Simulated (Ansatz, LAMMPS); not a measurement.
# Glassy 29TiO2-71Al2O3 (mol %) (137 atoms): geometry optimisation

How does glassy 29TiO2-71Al2O3 (mol %) (137 atoms) relax, and what do bonds, charges and levels look like afterwards?

Method: Kohn-Sham DFT, PBE, PAW (set soft_2), plane waves, in Ansatz 0.2.0.

**1. The structure**

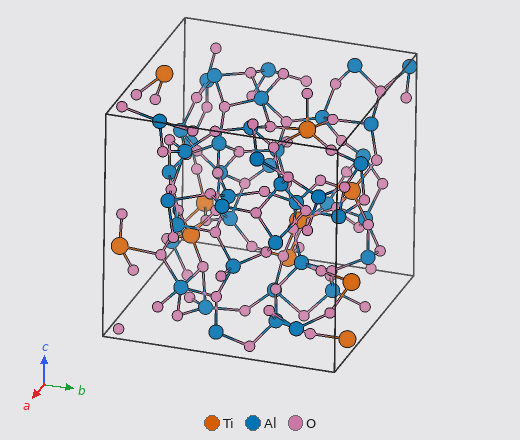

Start, viewed slightly off an axis; titanium orange, aluminium blue, oxygen pink. Bonds to atoms that aren't drawn are left out. Some periodic images of atoms are drawn too.

The cell holds 137 atoms: 9 Ti, 44 Al and 84 O. Cell: a = 11.391 Å, b = 11.391 Å, c = 11.391 Å, α = 90.0°, β = 90.0°, γ = 90.0°. 137 atoms (9 Ti, 44 Al, 84 O) placed at random at 3.12 g/cm³, melted at 4000 K for 10 ps at fixed volume with the Morse and Coulomb pair potential with partial charges (Pedone, Malavasi, Menziani, Cormack and Segre, J. Phys. Chem. B 110, 11780 (2006)). Quenched from 4000 K to 300 K at 1000 K/ps and fixed volume, held 10 ps at zero pressure.

What the set-up can't give: The quench rate of 1000 K/ps is many orders above laboratory rates, so the cell is likely richer in defects and strain than a real sample. The starting topology of bonds comes from the classical model. Sampling is at Γ alone, for a cell whose shortest periodic width is 11 Å.

**2. The classical run that made the cell**

A classical potential supplies the starting structure, since it reaches far longer times than DFT.

This step: classical MD, Morse and Coulomb pair potential with partial charges (Pedone, Malavasi, Menziani, Cormack and Segre, J. Phys. Chem. B 110, 11780 (2006)) (LAMMPS 22 Jul 2025 - Update 4).

in.lmp reads:

```
# melt-quench of Ti9Al44O84
units metal
atom_style charge
boundary p p p
region box block 0 11.6433 0 11.6433 0 11.6433
create_box 3 box
mass 1 47.8670   # Ti
mass 2 26.9815   # Al
mass 3 15.9990   # O
create_atoms 1 random 9 154481 NULL overlap 1.5 maxtry 2000
create_atoms 2 random 44 154488 NULL overlap 1.5 maxtry 2000
create_atoms 3 random 84 154495 NULL overlap 1.5 maxtry 2000
pair_style hybrid/overlay pedone 5.5 coul/long 8.0
pair_coeff * * coul/long
pair_coeff 1 3 pedone 0.024235 2.254703 2.708943 1   # Ti-O
pair_coeff 2 3 pedone 0.361581 1.900442 2.164818 0.9   # Al-O
pair_coeff 3 3 pedone 0.042395 1.379316 3.618701 22   # O-O
set type 1 charge 2.4
set type 2 charge 1.8
set type 3 charge -1.2
kspace_style pppm 1.0e-4
neigh_modify delay 0 every 1 check yes
thermo_style custom step time temp pe press density
thermo_modify norm yes
timestep 0.002
thermo 100
min_style cg
minimize 1e-4 1e-4 200 2000
reset_timestep 0
velocity all create 4000 154482 mom yes dist gaussian
fix lim all nve/limit 0.05
fix lan all langevin 4000 4000 0.2 154483 zero yes
thermo 500
run 1000 post no
# [... 7 lines left out ...]
fix md all nvt temp 4000 300 0.2
run 1850 post no
unfix md
thermo 1666
fix md all npt temp 300 300 0.2 iso 0 0 2
run 5000 post no
unfix md
write_dump all custom glass.dump id type xs ys zs modify sort id
```

On the command line:

```console
$ lmp -in in.lmp -log none -nocite
```

Numbers of over 12 decimals in the logs are rounded to 6 here.

Output:

```text
LAMMPS (22 Jul 2025 - Update 4)
Created orthogonal box = (0 0 0) to (11.6433 11.6433 11.6433)
Created 9 atoms
Created 44 atoms
Created 84 atoms
PPPM initialization ...
  G vector (1/distance) = 0.37625648
  grid = 12 12 12
  estimated relative force accuracy = 7.859375e-05
   Step          Time           Temp          PotEng         Press         Density
         0   0              0             -2.6549294      907082.73      3.1159603
        77   0.154          0             -13.812769     -26995.457      3.1159603
Loop time of 0.0627995 s on 1 MPI rank(s) for 77 steps with 137 atoms
Minimization stats:
  Stopping criterion = energy tolerance
  Energy initial, next-to-last, final =
     -2.65492944108402  -13.8114241425686  -13.8127686097266
  Force two-norm initial, final = 367.52891 2.2906779
  Iterations, force evaluations = 77 95
   Step          Time           Temp          PotEng         Press         Density
[... 7 lines left out ...]
      2499   4.998          4342.9632     -13.311622      37000.122      3.1159603
      3332   6.664          4409.2088     -13.236618      61685.773      3.1159603
      4165   8.33           4489.4215     -13.251574      41598.477      3.1159603
      4998   9.996          3694.3772     -13.24109       23225.96       3.1159603
      5831   11.662         3831.4811     -13.213615      10870.31       3.1159603
[... 1 line left out ...]
Loop time of 2.71771 s on 1 MPI rank(s) for 5000 steps with 137 atoms
   Step          Time           Temp          PotEng         Press         Density
[... 12 lines left out ...]
Loop time of 0.969099 s on 1 MPI rank(s) for 1850 steps with 137 atoms
   Step          Time           Temp          PotEng         Press         Density
[... 1 line left out ...]
      8330   16.66          265.1187      -13.925156     -1662.6714      3.3388051
      9996   19.992         330.1085      -13.920123     -16024.8        3.3157883
     11662   23.324         310.22594     -13.925776     -3611.9114      3.3593597
     12850   25.7           297.60855     -13.925789     -9235.3488      3.3277091
Loop time of 3.17327 s on 1 MPI rank(s) for 5000 steps with 137 atoms
```

It took 7.5 s on 1 thread of Arm Neoverse V2, shared host; peak memory 0.07 GiB.

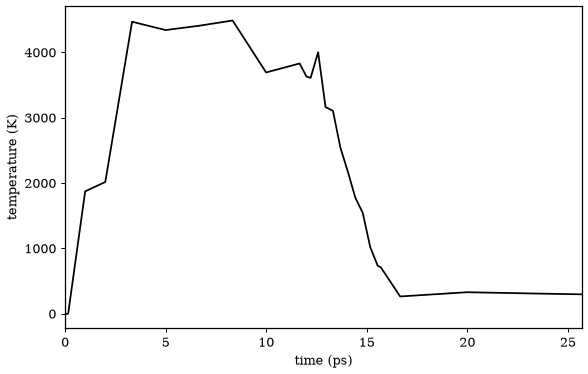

Temperature against time.

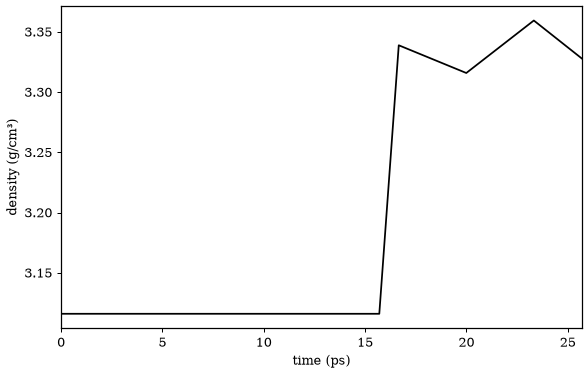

Density against time.

**3. Single point at the start**

A single point comes first, to see the forces before anything moves.

input.yaml reads:

```yaml
crystal:
  lattice:
    - [11.39091, 0.0, 0.0]
    - [0.0, 11.39091, 0.0]
    - [0.0, 0.0, 11.39091]
  atoms:
    - { symbol: Ti, position: [0.76532, 0.97544, 0.0438] }
    - { symbol: Ti, position: [0.51792, 0.70657, 0.83575] }
    - { symbol: Ti, position: [0.79882, 0.00046, 0.31931] }
    - { symbol: Ti, position: [0.39481, 0.86204, 0.5312] }
    - { symbol: Ti, position: [0.2621, 0.5463, 0.12116] }
    - { symbol: Ti, position: [0.55055, 0.22391, 0.29851] }
    - { symbol: Ti, position: [0.49336, 0.07965, 0.97444] }
    - { symbol: Ti, position: [0.37971, 0.62666, 0.35459] }
    - { symbol: Ti, position: [0.06145, 0.1174, 0.21189] }
    - { symbol: Al, position: [0.44379, 0.80101, 0.09434] }
    - { symbol: Al, position: [0.46215, 0.95688, 0.27703] }
    - { symbol: Al, position: [0.0764, 0.12446, 0.77071] }
    - { symbol: Al, position: [0.21503, 0.86133, 0.3293] }
    - { symbol: Al, position: [0.63674, 0.50265, 0.86258] }
    - { symbol: Al, position: [0.33838, 0.92059, 0.81751] }
    - { symbol: Al, position: [0.9887, 0.82946, 0.16374] }
    - { symbol: Al, position: [0.64559, 0.32244, 0.02924] }
    - { symbol: Al, position: [0.64945, 0.73369, 0.29882] }
    - { symbol: Al, position: [0.55534, 0.58793, 0.11052] }
    - { symbol: Al, position: [0.74326, 0.25645, 0.76244] }
    - { symbol: Al, position: [0.18936, 0.79711, 0.99606] }
    - { symbol: Al, position: [0.93797, 0.90007, 0.74634] }
    - { symbol: Al, position: [0.81488, 0.27208, 0.18416] }
    - { symbol: Al, position: [0.60344, 0.69317, 0.54262] }
    - { symbol: Al, position: [0.92029, 0.205, 0.96618] }
    - { symbol: Al, position: [0.31355, 0.2664, 0.48207] }
    - { symbol: Al, position: [0.32772, 0.09836, 0.65056] }
    - { symbol: Al, position: [0.27976, 0.30076, 0.26581] }
    - { symbol: Al, position: [0.08815, 0.80513, 0.54574] }
    - { symbol: Al, position: [0.10674, 0.06785, 0.4949] }
    - { symbol: Al, position: [0.79795, 0.69022, 0.70924] }
    - { symbol: Al, position: [0.06275, 0.64572, 0.29282] }
    [... 99 atom lines left out ...]
    - { symbol: O, position: [0.59626, 0.83679, 0.79823] }
    - { symbol: O, position: [0.93227, 0.6924, 0.19923] }
    - { symbol: O, position: [0.74094, 0.78011, 0.57938] }
    - { symbol: O, position: [0.33177, 0.94499, 0.65616] }
    - { symbol: O, position: [0.87708, 0.2059, 0.81105] }
    - { symbol: O, position: [0.21927, 0.17637, 0.21152] }
kpoints:
  mp_grid: { grid: [1, 1, 1] }
hamiltonian:
  xc: pbe
scf:
  occupations: { method: gaussian, width: 0.05 }
output:
  forces: true
  stress: true
  populations: intrinsic
  dos:
    method: { smearing: { sigma: 0.15 } }
    de: 0.1
    projected: { site_lists: { Al: [Al], O: [O], Ti: [Ti] } }
  eigenvalues: true
```

On the command line:

```console
$ ansatz run input.yaml --threads 4 --pin off --max-ram 8192MiB --backend cpu --events-out ev --progress --plain --runs-dir out
```

Output:

```text
Engine: ansatz 0.2.0, aarch64-unknown-linux-gnu
Pseudopotentials: kind: paw
Pseudopotential: Ti, paw, valence charge 12, recommended cutoff 420 eV (normal), Ti.paw.azcp
Pseudopotential: Al, paw, valence charge 3, recommended cutoff 420 eV (normal), Al.paw.azcp
Pseudopotential: O, paw, valence charge 6, recommended cutoff 420 eV (normal), O.paw.azcp
[... 5 lines on functional and potentials left out ...]
Crystal: 137 atoms, lattice volume = 1478.003 Å³
Basis set: ecut = 420 eV, 28887 PW (Γ), exchange–correlation on 160×160×160 points (8 copies of the dense FFT grid, shifted against one another)
Bands: 509, of which v1, the nominal top of the filled ones, is band 372 counted from 1 (371 counted from 0)
Symmetry: 1 space group operations
Space group: P1 (ITA 1), of the structure as read, at distance tolerance 1.1e-4 Å
k-points: 1
[... 7 lines on functional and potentials left out ...]
Initial density: superposition of atomic densities (neutral atoms: chi_scale 0, normalization atom), corrected by the library's trained network
Initial wavefunctions: pseudopotential atomic-orbital guess
Functional: x = pbe(κ = 0.804, μ = 0.219515), c = pbe(β = 0.066725)
SCF iter   1: F=—  HF=-93983.050622 eV  |F-HF|=—  |Δ(HF+E_count)|=         —  Δρ=3.67e-3  dr2=2.01e-1  ethr=1.77e-3  ⟨swp⟩=6.0  Hψ=2215  notcnv=0  defer=35
preconditioner: auto → Resta (q_TF=auto, 2.433 Å⁻¹)  ε∞=4.2  [insulator: Δε(μ)=2.605 eV  Ē_g=14.011 eV  σ=0.050 eV  W_gap=1.00  n_scr=364 (ndim 8)  ℏωp=25.0 eV  f_vac=0.036  D(μ)=0.00/eV (n_scr^D=0)  ε∞_Penn≈4.2]
SCF iter   2: F=—  HF=-93983.027280 eV  |F-HF|=—  |Δ(HF+E_count)|=   2.33e-2  Δρ=1.93e-3  dr2=4.41e-2  ethr=2.70e-5  ⟨swp⟩=2.0  Hψ=846  notcnv=0  defer=127
SCF iter   3: F=—  HF=-93983.029140 eV  |F-HF|=—  |Δ(HF+E_count)|=   1.86e-3  Δρ=1.00e-3  dr2=1.75e-2  ethr=5.93e-6  ⟨swp⟩=3.0  Hψ=735  notcnv=0  defer=127
SCF iter   4: F=—  HF=-93983.029826 eV  |F-HF|=—  |Δ(HF+E_count)|=   6.86e-4  Δρ=4.57e-4  dr2=4.09e-3  ethr=2.35e-6  ⟨swp⟩=2.0  Hψ=733  notcnv=0  defer=127
SCF iter   5: F=—  HF=-93983.029416 eV  |F-HF|=—  |Δ(HF+E_count)|=   4.11e-4  Δρ=1.72e-4  dr2=4.51e-4  ethr=5.50e-7  ⟨swp⟩=2.0  Hψ=637  notcnv=0  defer=127
SCF iter   6: F=—  HF=-93983.029540 eV  |F-HF|=—  |Δ(HF+E_count)|=   1.24e-4  Δρ=1.03e-4  dr2=1.74e-4  ethr=6.06e-8  ⟨swp⟩=2.0  Hψ=746  notcnv=0  defer=127
SCF iter   7: F=—  HF=-93983.029549 eV  |F-HF|=—  |Δ(HF+E_count)|=   8.83e-6  Δρ=4.23e-5  dr2=2.98e-5  ethr=2.34e-8  ⟨swp⟩=2.0  Hψ=746  notcnv=0  defer=127
SCF iter   8: F=—  HF=-93983.029573 eV  |F-HF|=—  |Δ(HF+E_count)|=   2.40e-5  Δρ=1.88e-5  dr2=5.46e-6  ethr=4.01e-9  ⟨swp⟩=2.0  Hψ=879  notcnv=0  defer=130
SCF iter   9: F=—  HF=-93983.029576 eV  |F-HF|=—  |Δ(HF+E_count)|=   3.03e-6  Δρ=8.68e-6  dr2=1.36e-6  ethr=7.33e-10  ⟨swp⟩=2.0  Hψ=648  notcnv=0  defer=130
SCF iter  10: F=—  HF=-93983.029577 eV  |F-HF|=—  |Δ(HF+E_count)|=   9.27e-7  Δρ=5.52e-6  dr2=5.37e-7  ethr=1.83e-10  ⟨swp⟩=2.0  Hψ=739  notcnv=0  defer=130
SCF iter  11: F=-93983.029577 eV  HF=-93983.029577 eV  |F-HF|=5.46e-9  |Δ(HF+E_count)|=   9.02e-8  Δρ=2.41e-6  dr2=9.63e-8  ethr=1.34e-11  ⟨swp⟩=11.0  Hψ=3011  notcnv=0
SCF 1 converged in 11 iterations: F = -93983.029577 eV  dr2 = 9.63e-8
  greatest PAW one-centre occupation: 0.999 electrons in one spin orbital (limit 2), on the Ti atom at site 0 (counted from 0), in its partial waves of l = 0
SCF converged after 11 iterations
Free energy (F): -93983.029577 eV
Harris-Foulkes:  -93983.029577 eV  (|F-HF|=5.46e-9)
Internal energy: -93983.029577 eV  (E = F + TS)
E sigma→0 (E₀):  -93983.029577 eV
Fermi energy:    7.365876 eV
--- Per-component energies (eV) ---
  E_band       = -2829.820821
  E_kinetic    = 18605.109169
  E_local      = -47567.495926  (includes V_loc(G=0)·N_el)
  E_nonlocal   = 4509.554596
  E_hartree    = 18398.009276
  E_xc         = -8935.694540
  E_vxc        = -10426.688728  (∫ρ·V_xc dr)
  E_paw        = -43321.955100  (= ΣΔE_a)
  E_vpaw       = -4746.524995  (= ΣTr[D̂ρ^β])
  E_aug_tail   = 0.212669  (compensation charges beyond the density's cutoff)
  E_ewald      = -35670.769720
  E_smearing   = -0.000000  (= −TS)
  E_closure    = -0.000000  (closes the sum)
  Σ components = -93983.029577   (vs F -93983.029577, Δ=0.00e0)
--- Forces (eV/Å), atoms counted from 1 ---
  atom   1  Ti     0.43102174     1.12810143     0.96024198
  atom   2  Ti     1.56286490     0.67267198     0.32737048
  atom   3  Ti     1.63733523    -1.27041254    -2.96017378
  atom   4  Ti    -0.21383682     0.45710082    -0.60296674
  atom   5  Ti    -1.21723737    -0.05118033    -0.77126063
  atom   6  Ti    -0.01356730    -0.51423522     0.67814901
  atom   7  Ti     0.58127690    -0.13188976    -0.29260279
  atom   8  Ti    -2.06086439    -0.50194037     2.28755326
  atom   9  Ti    -1.04116132    -0.09974202     0.87113571
  atom  10  Al    -1.96714216    -0.72774564    -1.23459671
  atom  11  Al    -0.47984725    -0.10809846    -1.59840538
  atom  12  Al     0.05543110     0.87787174     0.15396896
  atom  13  Al     1.15687960     1.20894759     0.69528999
  atom  14  Al     0.81196277    -1.05112512     1.13784290
[...]
atom 136  O      0.94844047    -0.33368024     0.18177870
  atom 137  O      0.01546464    -1.03886393    -0.64696482
  max |Σ_I F_I| component: 1.11e-4 eV/Å
--- Stress (GPa, compression-positive) ---
        7.408354      -0.044876       1.397677
       -0.044881      12.669190       1.735169
        1.397683       1.735159      14.336056
  P = ⅓ Tr σ = 11.4712 GPa (114.712 kbar)
--- Band table (eV) ---
  k-point 0: bands = ["-50.8796", "-50.8015", "-50.6897", "-50.3399", [... 493 levels ...], "16.2274", "16.2748", "16.2810", "16.3138", "16.3463", "16.4059", "16.4099", "16.4363", "16.5237", "16.5501", "16.5935", "16.6344"]
--- intrinsic populations: 137 sites ---
  site symbol       q [e]
     0     Ti     10.6501
     1     Ti     10.5606
     2     Ti     10.6256
[...]
136      O      6.8315
  spilling = 0.000000 (of n_electrons = 744.000000)
```

It took 34 s on 4 threads of Arm Neoverse V2, shared host; peak memory 2.2 GiB.

Numbers from this run:

```
free energy                                      : -93983.0296 eV
free energy per atom                             : -686.0075 eV/atom
SCF cycles                                       : 11
pressure                                         : 11.47 GPa
r.m.s. force component                           : 0.9865 eV/Å
longest force                                    : 3.614 eV/Å
Fermi energy                                     : 7.366 eV
gap (highest filled to lowest empty level) : 2.44 eV
```

The r.m.s. force component of 0.99 eV/Å and the pressure of 11 GPa set the starting point.

Neighbours are counted within 2.19 Å (O-Al), 2.64 Å (O-Ti).

Length of the force by element and coordination:

```csv
element,coordination,atoms,mean length of the force (eV/Å),spread,least,most
Al,all,44,1.54,0.760,0.311,3.40
Al,4,36,1.61,0.752,0.311,3.40
Al,5,8,1.23,0.719,0.425,2.86
O,all,84,1.52,0.717,0.260,3.42
O,2,27,1.59,0.788,0.260,3.42
O,3,55,1.51,0.680,0.273,3.39
O,4,2,0.889,0.0526,0.836,0.941
Ti,all,9,1.68,0.972,0.664,3.61
Ti,4,3,1.06,0.342,0.786,1.54
Ti,5,5,2.10,1.10,0.664,3.61
Ti,6,1,1.44,0,1.44,1.44
```

[end of part 1 of 3]

[Logs are printed without paths, hosts, clocks, repeated set-up lines and the standing remarks that a program may print on its own settings, such as how far it seeks lower states.]

[Hosts, paths, dates, database ids (printed as entryN), source tags and the programs' standing remarks are cut or masked in the printed files.]
